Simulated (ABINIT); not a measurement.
# GaAs (F-43m): G0W0 with ABINIT, start to end, part 3 of 3

How does a plane-wave GW calculation on GaAs (F-43m) run from the first input to the gap?

ABINIT 10.8.3; PBE and many-body steps on it, plane waves. Known limits of the many-body steps: not at the basis limit; screening runs away on this mesh; no spin-orbit coupling; coarse k mesh.

So far. Step 4 (Empty states on the mesh, 4×4×4 mesh, 103 bands): On this mesh the gap is 0.508 eV. Step 5 (Screening, 4×4×4 mesh, 95 bands, screening to 136.1 eV): Local fields lower ε∞ by 6 %. The value itself is an artefact of the mesh, where one narrow direct gap carries too much weight.

## 6. Self-energy, 4×4×4 mesh, 95 bands, screening to 136.1 eV

The self-energy is evaluated for the states that the input lists, and the levels follow from it, in one-shot runs by the linearised quasiparticle equation.

This step: G0W0 on PBE, plane waves, norm-conserving pseudopotentials.

The input, run.abi:

```
acell 3*1.0 Angstrom
rprim 
  0.000000000000 2.826850000000 2.826850000000
  2.826850000000 0.000000000000 2.826850000000
  2.826850000000 2.826850000000 -0.000000000000
ntypat 2
znucl 31 33
natom 2
typat 1 2
xred 
  0.000000000000 0.000000000000 0.000000000000
  0.250000000000 0.250000000000 0.250000000000
pp_dirpath "pseudos"
pseudos "Ga.upf, As.upf"
ecut 45
ngkpt 4 4 4
nshiftk 1
shiftk 0 0 0
kptopt 1
chksymbreak 0
istwfk *1
occopt 1
irdwfk 1
optdriver 4
nband 95
gwcalctyp 0
ecutsigx 45
symsigma 1
nkptgw 1
kptgw 
  0.0000000000 0.0000000000 0.0000000000
bdgw 
  20 26
ecuteps 5
irdscr 1
ppmodel 1
indata_prefix "in"
outdata_prefix "out"
tmpdata_prefix "tmp"
```

Command:

```sh
$ OMP_NUM_THREADS=1 mpirun -n 8 abinit run.abi > log
```

Numbers of over 12 decimals in the logs are rounded to 6 here.

The log of the run:

```text
.Version 10.8.3 of ABINIT. v10.8.2 released Aug 2026.

 Symmetries : space group F-4 3 m (#216); Bravais cF (face-center cubic)
[... echo of the input left out ...]
== DATASET  1 ==================================================================
-   mpi_nproc: 8, omp_nthreads: 1 (-1 if OMP is not activated)

--- !DatasetInfo
iteration_state: {dtset: 1, }
dimensions: {natom: 2, nkpt: 8, mband: 95, nsppol: 1, nspinor: 1, nspden: 1, mpw: 4477, }
cutoff_energies: {ecut:  45.0, pawecutdg:  -1.0, }
electrons: {nelect:   4.40000000E+01, charge:   0.00000000E+00, occopt:   1.00000000E+00, tsmear:   1.00000000E-02, }

 SIGMA: Calculation of the GW corrections

 Based on a program developped by R.W. Godby, V. Olevano, G. Onida, and L. Reining.
 Incorporated in ABINIT by V. Olevano, G.-M. Rignanese, and M. Torrent.
.Using double precision arithmetic ; gwpc =  8

[... cell and pseudopotentials left out ...]
--------------------------------------------------------------------------------

 ==== K-mesh for the wavefunctions ====
 Number of points in the irreducible wedge :     8
[... list of points left out ...]
 Together with 24 symmetry operations and time-reversal symmetry
 yields    64 points in the full Brillouin Zone.

 ==== Q-mesh for screening function ====
 Number of points in the irreducible wedge :     8
[... list of points left out ...]
 Together with 24 symmetry operations and time-reversal symmetry
 yields    64 points in the full Brillouin Zone.

 vcoul_init : cutoff-mode = AUXILIARY_FUNCTION
 q-points for optical limit:   1
     1)      0.000010    0.000020    0.000030
 setmesh: FFT mesh size selected  =    45x   45x   45
          total number of points  =        91125

 Number of electrons calculated from density =   44.0000; Expected =   44.0000
 average of density, n =  0.144317
 r_s =    1.1827
 omega_plasma =   36.6450 [eV]

 === KS Band Gaps ===
  >>>> For spin  1
   Minimum direct gap =   0.5078 [eV], located at k-point      :   0.0000  0.0000  0.0000
   Fundamental gap    =   0.5078 [eV], Top of valence bands at :   0.0000  0.0000  0.0000
                                       Bottom of conduction at :   0.0000  0.0000  0.0000
 SIGMA fundamental parameters:
 PLASMON POLE MODEL  1
 number of plane-waves for SigmaX                 4477
 number of plane-waves for SigmaC and W            169
 number of plane-waves for wavefunctions          4477
 number of bands                                    95
 number of independent spin polarizations            1
 number of spinorial components                      1
 number of k-points in IBZ                           8
 number of q-points in IBZ                           8
 number of symmetry operations                      24
 number of k-points in BZ                           64
 number of q-points in BZ                           64
 number of frequencies for dSigma/dE                 9
 frequency step for dSigma/dE [eV]                0.25
 number of omega for Sigma on real axis              0
 max omega for Sigma on real axis  [eV]           0.00
 zcut for avoiding poles [eV]                     0.10

 EPSILON^-1 parameters (SCR file):
 dimension of the eps^-1 matrix on file            169
 dimension of the eps^-1 matrix used               169
 number of plane-waves for wavefunctions          4477
 number of bands                                    95
 number of q-points in IBZ                           8
 number of frequencies                               2
 number of real frequencies                          1
 number of imag frequencies                          1

 matrix elements of self-energy operator (all in [eV])

 Perturbative Calculation

--- !SelfEnergy_ee
iteration_state: {dtset: 1, }
kpoint     : [   0.000,    0.000,    0.000, ]
spin       : 1
KS_gap     :    0.508
QP_gap     :    1.150
Delta_QP_KS:    0.642
data: !SigmaeeData |
     Band     E0 <VxcDFT>   SigX SigC(E0)      Z dSigC/dE  Sig(E)    E-E0       E
       20   5.666 -14.357 -16.013   1.282   0.798  -0.253 -14.655  -0.299   5.368
       21   5.666 -14.357 -16.013   1.282   0.798  -0.253 -14.655  -0.299   5.368
       22   5.666 -14.357 -16.013   1.282   0.798  -0.253 -14.655  -0.299   5.368
       23   6.174 -14.700 -10.607  -3.664   0.802  -0.247 -14.356   0.344   6.518
       24   9.403 -11.528  -7.015  -4.242   0.801  -0.248 -11.310   0.217   9.621
       25   9.403 -11.528  -7.015  -4.242   0.801  -0.248 -11.310   0.217   9.621
       26   9.403 -11.528  -7.015  -4.242   0.801  -0.248 -11.310   0.217   9.621

== END DATASET(S) ==============================================================
================================================================================

 -outvars: echo values of variables after computation  --------
           etotal      0.0000000000E+00
            nband          95
             nkpt           8
          spgroup         216
 [... the other variables as echoed above ...]

 Calculation completed.
```

Run time: 12 s. Hardware: 8 MPI ranks of Intel Xeon Platinum 8259CL at 2.50GHz (Skylake/Cascade Lake), shared host; peak memory 1.2 GiB.

Numbers from this step:

- G0W0 gap on the points computed: 1.150 eV
- starting gap on the mesh: 0.5078 eV
- k of the valence top: 0, 0, 0
- k of the conduction bottom: 0, 0, 0
- Z at the valence top: 0.798
- Z at the conduction bottom: 0.802
- least direct G0W0 gap on the computed points: 1.150 eV

The gap on the mesh goes from 0.51 eV to 1.15 eV, a correction of +0.64 eV.

Limits: finite bands, cutoff and mesh; no spin-orbit coupling; coarse k mesh. v1 is the top filled band, c1 the lowest empty one. Levels before and after the correction, in eV, zero at the valence-band top of each column:

|  | conduction bottom | valence top |
| --- | --- | --- |
| Kohn-Sham | 0.51 | 0.00 |
| G0W0 | 1.15 | 0.00 |

```
             level  energy (eV)
Kohn-Sham  Γ v3-v1        0.000
Kohn-Sham     Γ c1        0.508
Kohn-Sham  Γ c2-c4        3.737
     G0W0  Γ v3-v1        0.000
     G0W0     Γ c1        1.150
     G0W0  Γ c2-c4        4.253
```

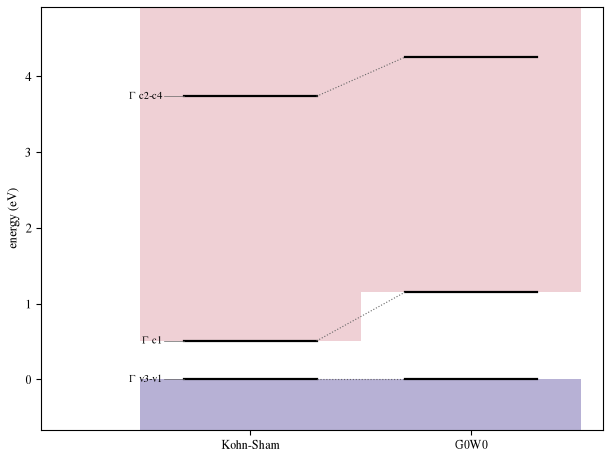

Levels before and after the correction. Shaded: valence and conduction bands.

## 7. Where the time went

Times are wall times on 8 MPI ranks of Intel Xeon Platinum 8259CL at 2.50GHz (Skylake/Cascade Lake), shared host, good to a factor of about two.

```csv
step,time,share,memory (GiB)
ground state,29 s,18 %,0.73
bands along the symmetry lines,40 s,25 %,0.68
empty states on the mesh,28 s,17 %,0.67
screening,52 s,32 %,1.9
self-energy,12 s,7 %,1.2
```

## 8. Outcome

| Quantity | Value |
| --- | --- |
| PBE gap | 0.51 eV, direct |
| G0W0 gap on the mesh | 1.15 eV |
| GW settings | 4×4×4 mesh, 95 bands, screening to 136.1 eV, Godby-Needs plasmon pole |
| known limits | not at the basis limit; screening runs away on this mesh; no spin-orbit coupling; coarse k mesh |

**Reading.** G0W0 moves the gap on the mesh from 0.51 eV to 1.15 eV (+0.64 eV), with Z of 0.80 and 0.80 at the edges. Local fields lower the RPA ε∞ on this mesh from 149.56 to 140.44; a Γ-centred mesh this coarse tends to raise both, most where the direct gap is narrow, while a short band sum lowers them. Only 1 of the mesh's irreducible points was corrected, so a valley elsewhere could overtake. Against experiment, by G0W0@PBE: the direct gap of 1.15 eV lies −0.36 eV from the measured 1.51 eV (exciton, 77 K, 2020); the direct gap of 1.15 eV lies −0.27 eV from the measured 1.418 ± 0.005 eV (direct, 300 K, 2008); the direct gap of 1.15 eV lies −0.27 eV from the measured 1.42 eV (direct, 300 K, 2004); the direct gap of 1.15 eV lies −0.26 eV from the measured 1.412 ± 0.01 eV (direct, 300 K, 2008). An exciton line or allowed optical edge lies below the quasiparticle gap by the binding energy; a forbidden edge can push the onset above it. The calculation has static nuclei and no excitons; a measured gap holds zero-point and thermal motion, which mostly lowers it. Bands and cutoff are finite, so the gap is not at the basis limit. The miss can reach some tenths of an eV and take either sign; the mesh is an error of its own. In the G0W0 run levels were corrected at 1 k point alone, so a gap called «on the mesh» is the least over those, and an edge elsewhere would be missed. The 4×4×4 mesh is coarse for this cell, which bears on the long-range parts of exchange and screening. On this mesh the RPA ε∞ passes 90, more than nearly any semiconductor shows; a coarse mesh does this where one point with a narrow direct gap carries much weight. The screening is then too strong, and the G0W0 gap should not be taken as the material's. The many-body steps are scalar-relativistic: spin-orbit coupling is not in them.

[Paths, hosts, dates, memory and timing lines, banners, echoed tables and standing remarks are left out of the program output.]

[Logs are printed without paths, hosts, clocks, repeated set-up lines and the standing remarks that a program may print on its own settings, such as how far it seeks lower states.]

[Runs of the session that timed out or met a known fault of the program may be left out.]

[Hosts, paths, dates, database ids (printed as entryN), source tags and the programs' standing remarks are cut or masked in the printed files.]

[G0W0 gaps are taken among the corrected bands and points alone; a level outside them can change the order at an edge.]

[Where Ansatz stands beside ABINIT at settings called matched, ABINIT's density can come from a denser mesh and the files from another edition; pairs whose starting gaps differed by over 0.03 eV were left out, so agreement reads better than it is.]
